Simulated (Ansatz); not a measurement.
Relaxed MgAu (CsCl type):

```
MgAu
1.0
    6.43911     0.00000     0.00000
    3.21955     3.21955     0.00000
    3.21955     0.00000     3.21955
Mg Au
2 2
Direct
  0.75000   0.50000   0.50000
  0.25000   0.50000   0.50000
  0.00000   0.00000   0.00000
  0.50000   0.00000   0.00000
```

The atoms are displaced by Q × the pattern below (from a DFPT mode at R = (0.5, 0.5, 0.5), largest move 1; Q in Å), at fixed cell. It is one choice among 3 degenerate patterns. (q is in reciprocal vectors of the primitive cell; the cell shown is doubled to hold the pattern.)

| atom | x | y | z |
|---|---|---|---|
| Au3 | 0.000 | 0.000 | -1.000 |
| Au4 | 0.000 | 0.000 | 1.000 |

Atoms not listed stay in place.

The numbers are results of LDA (plane waves to 420 eV, PAW, scalar-relativistic; Ansatz, a program for electronic structure), not measurements. k mesh 14×14×14 (Γ-centred), Fermi-Dirac smearing 0.05 eV. Energies are smeared free energies. With partly filled bands, energies and forces of such displacements shift with the k mesh and the smearing. MgAu was relaxed with its symmetry unable to fall. Spin-orbit coupling is left out, though Au is heavy. ΔE is measured from the undisplaced structure.

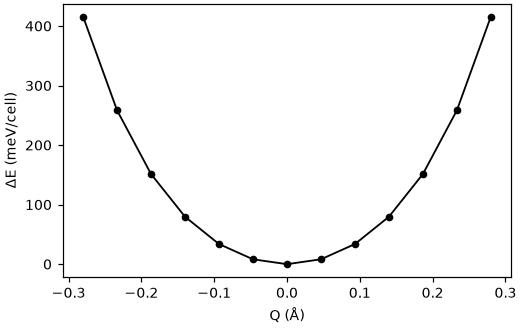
*ΔE (meV/cell) against Q (Å); computed points joined by lines.*

Task: What is the energy change at Q = 0.280 Å?

Result: About 420 meV/cell.

Task: What harmonic wavenumber does the curvature at Q = 0 give?

Result: About 72 cm⁻¹.

(For displaced atoms, the force is minus the slope of the energy, and its curvature is a force constant, which sets phonon frequencies.)
